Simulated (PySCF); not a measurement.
Molecule: SMILES C=C[Si](C)(C=C)C (C6H12Si). Atoms near the plane z = 0.0 Å, at the GFN2-xTB optimised geometry (x, y, z in Å): C1 (-2.3, 1.1, 1.0), C2 (-1.7, 0.6, 0.0), Si3 (-1.1, -1.2, 0.0), C6 (0.8, -1.2, 0.0), C7 (1.6, -0.2, 0.2), H8 (-2.7, 2.2, 1.0), H10 (-1.5, 1.1, -0.9), H17 (1.3, -2.2, -0.2), H18 (1.1, 0.8, 0.4), H19 (2.7, -0.2, 0.2).

Level of theory: B3LYP/def2-SVP (PySCF). Cells within 0.4 Å of a nucleus heavier than hydrogen are left out (blank, or x). The values are rescaled to run from 0 to 1.

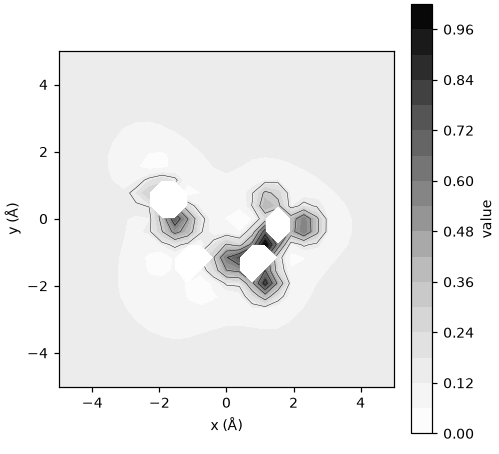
Figure: a field on the plane z = 0.0 Å.

### Question
Which quantity is mapped?
A. electrostatic potential
B. Laplacian of the electron density
C. electron localisation function
D. deformation density (molecule minus spherical neutral atoms)

### Answer
D, deformation density (molecule minus spherical neutral atoms). In full: deformation density (molecule minus spherical neutral atoms) (e/bohr³).
